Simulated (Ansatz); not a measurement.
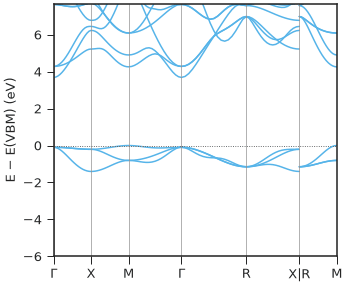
Figure: Band structure from the program Ansatz at the PBE level (PAW)

### Question
Read off the gap and where the band edges lie.

### Answer
About 3.7 eV (3.69 eV by a search for the band edges); maximum at M, minimum at Γ.

The material is CsI (CsCl type, Pm-3m).

The cell was relaxed with PBE under the symmetry of its start. Scalar-relativistic: spin–orbit coupling is off unless named, which matters more the heavier the elements.

Potentials: the later of the program's two PAW sets.
